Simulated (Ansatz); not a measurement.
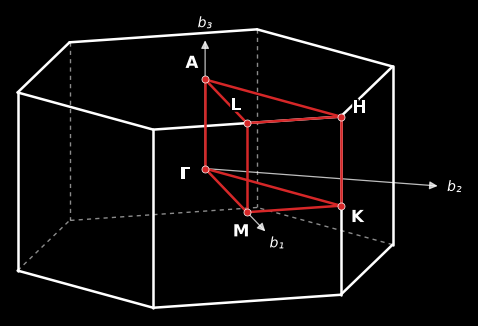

Crystal: La2O3, coordinates from a relaxation with Ansatz 0.2.0, DFT PBE, scalar-relativistic, plane waves, PAW. The figure shows the first Brillouin zone with its special points and a band path. Geometry calculated from the standardised cell; symmetry tolerance 0.002 Å.

Labels and path follow the convention of Hinuma et al. (2017), as computed by seekpath; the arrows show the directions of the reciprocal primitive vectors b₁, b₂, b₃.

> Name the Bravais lattice of the crystal.

A primitive hexagonal lattice (hP; extended symbol hP2). The zone is a hexagonal prism in its combinatorial type: 8 faces (6 with 4 edges, 2 with 6 edges), 18 edges, 12 vertices.

> In which order does the conventional band path visit the special points?

Γ–M–K–Γ–A–L–H–A | L–M | H–K
